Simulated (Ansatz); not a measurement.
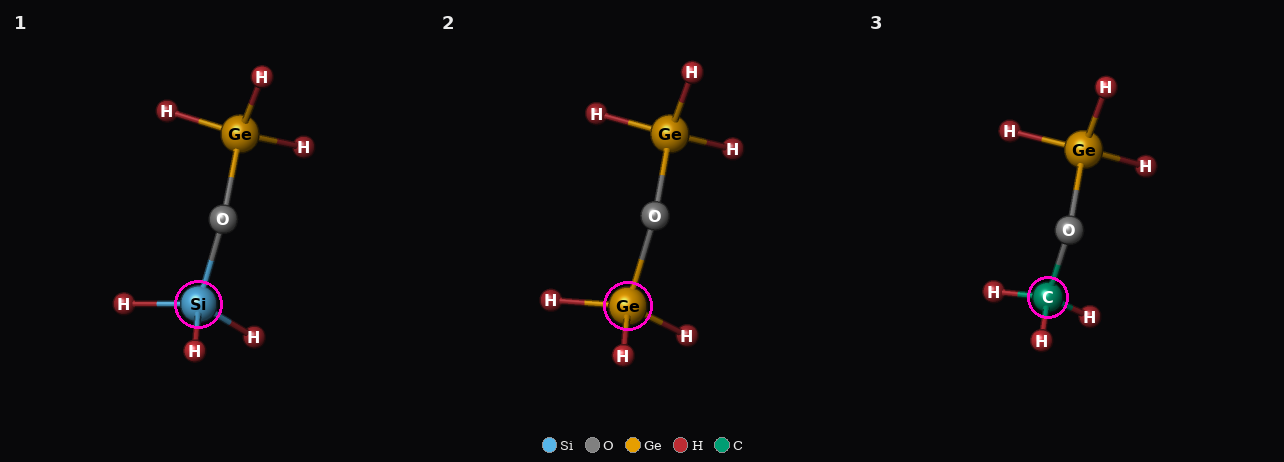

3 molecules with one skeleton, seen from the same side and at one scale; the atom that differs is circled. Charge 0, singlet. Computed geometries: PBE0-D4/def2-TZVP optimisations, one conformation each. Properties computed with Ansatz 0.2.0.

One atom differs, called X below: Si in panel 1, Ge in panel 2, C in panel 3. Their formulas are GeH6OSi (`[SiH3][O][GeH3]`), Ge2H6O (`[GeH3][O][GeH3]`), CH6GeO (`C[O][GeH3]`).

> Rank them by the dipole moment, lowest first (PBE-D4/def2-TZVPP).

2 (Ge), 3 (C), 1 (Si).

> Rank them by the HOMO energy (Kohn–Sham orbital), lowest first (CAM-B3LYP-D4/def2-TZVPP).

1 (Si), 2 (Ge), 3 (C).

Give the values. With PBE0-D4/def2-TZVP: mean length of X–H (Å), length of X–O (Å), mean angle H–X–H (°). With CAM-B3LYP-D4/def2-TZVPP: HOMO energy (Kohn–Sham orbital) (eV), HOMO–LUMO gap (eV). With PBE-D4/def2-TZVPP: dipole moment (D).

```csv
quantity,1 (Si),2 (Ge),3 (C)
mean length of X–H (Å),1.488,1.539,1.097
length of X–O (Å),1.633,1.773,1.406
mean angle H–X–H (°),108.9,110.8,108.1
HOMO energy (Kohn–Sham orbital) (eV),−9.88,−9.60,−9.21
HOMO–LUMO gap (eV),10.62,10.36,10.49
dipole moment (D),1.21,0.76,1.00
```
